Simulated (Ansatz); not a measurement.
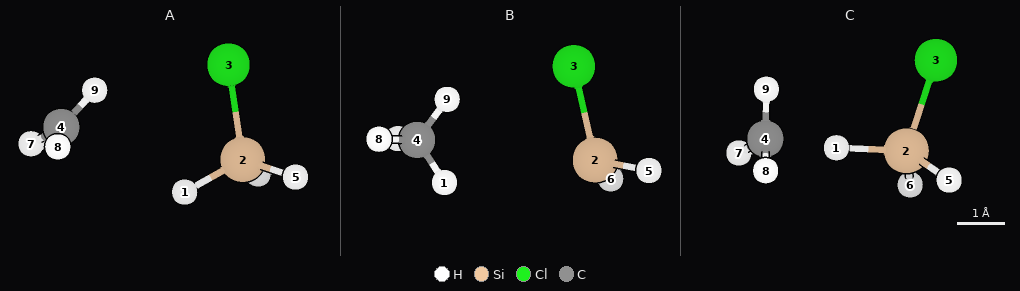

Three geometries of CH$_{6}$ClSi (multiplicity 2): a saddle point and the two relaxed ends that it joins, in shuffled order. A ball-and-stick model, seen at a tilt. Sticks join atoms that are closer than about 1.2 times the sum of their covalent radii (a little more with hydrogen).

Stationary points at PBE0-D4/def2-TZVP, single-point energies with CCSD(T)/CBS, PBE0-D4, RPA@PBE, CCSD(T) (def2-TZVPP where no basis is named; Ansatz 0.2.0). The energies are electronic, without zero-point or thermal terms, and both ends are the relaxed geometries reached downhill from the saddle, with any fragments still in contact. CCSD(T)/CBS stands for a frozen-core estimate: MP2 correlation extrapolated from def2-TZVPP and def2-QZVPP, CCSD(T) minus MP2 from the smaller set.

### Which frame is the transition state, what reaction does it lead through, and what barrier is to be expected?

Frame C is the saddle point. Counted by bonded pieces, A holds CH₃ + SiH₃Cl and B holds CH₄ + SiH₂Cl. From A over the saddle to B, a bond forms: H1–C4 (3.14 → 1.63 → 1.09 Å). A bond breaks: H1–Si2 (1.48 → 1.59 → 3.65 Å). The saddle has one imaginary mode, 776i cm⁻¹. The end A keeps a soft imaginary mode of 34i cm⁻¹, so it isn't quite a minimum. The end B keeps a soft imaginary mode of 38i cm⁻¹, so it isn't quite a minimum. With CCSD(T)/CBS the barrier is 37.4 kJ/mol from A and 101.3 kJ/mol from B, and B lies 63.8 kJ/mol below A. By Pauling bond orders of the changing bonds the saddle lies closer to A, the higher end, as Hammond's postulate suggests.

```tsv
level	barrier from A (kJ/mol)	barrier from B (kJ/mol)	B less A (kJ/mol)
CCSD(T)/CBS	37.4	101.3	−63.8
PBE0-D4	20.2	95.1	−74.9
RPA@PBE	42.5	108.3	−65.8
CCSD(T)	39.1	103.2	−64.1
```

Against CCSD(T)/CBS, CCSD(T) comes closest on the barrier from A (+1.7 kJ/mol) and PBE0-D4 misses most (−17.3 kJ/mol).

Limits of the set-up: the start holds two separate molecules, 3.0 Å apart at their closest, whose relative position is a soft coordinate.
